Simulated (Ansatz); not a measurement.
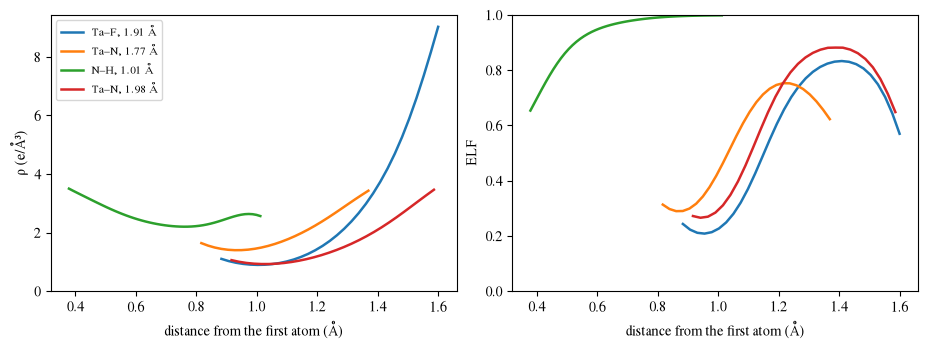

FH5N3Ta. Electron density and ELF along straight lines between neighbouring atoms. The curves leave out the atomic cores.

Geometry: PBE0-D4/def2-SVP; core potentials replace the inner electrons of Ta.

Method: isolated molecule in a Gaussian basis; Kohn-Sham density functional theory, functional PBE0 in Ansatz.

```xyz
10

F    -0.2903   -0.7659   -2.2033
N    -1.5777    1.3125   -0.2872
N    -0.5546   -1.2026    0.9432
N     1.3977    1.1293   -0.2746
Ta   -0.2927    0.1202   -0.5105
H    -2.3663    1.9449   -0.3408
H    -1.2640   -1.1688    1.6683
H     0.0790   -1.9781    1.1261
H     1.4848    2.1144   -0.0465
H     2.3202    0.6988   -0.2718
```

Q: Compare the contacts.

A: Ta–F (1.91 Å): ρ at the midpoint is about 0.93 e/Å³; the ELF peaks at about 0.85 in the valence shell of F, 0.5 Å from its nucleus, and drops to about 0.20 between the two atoms.
Ta–N (1.77 Å): the density is about 1.4 e/Å³ at the midpoint; the ELF peaks at about 0.75 in the valence shell of N, 0.6 Å from its nucleus, and drops to about 0.30 between the two atoms.
N–H (1.01 Å): the density is about 2.9 e/Å³ at the midpoint; the ELF climbs to about 1 towards the hydrogen, as it does in any bond to H (a covalent bond by its length).
Ta–N (1.98 Å): the density is about 0.94 e/Å³ at the midpoint; the ELF peaks at about 0.90 in the valence shell of N, 0.6 Å from its nucleus, and is about 0.30 at the midpoint.
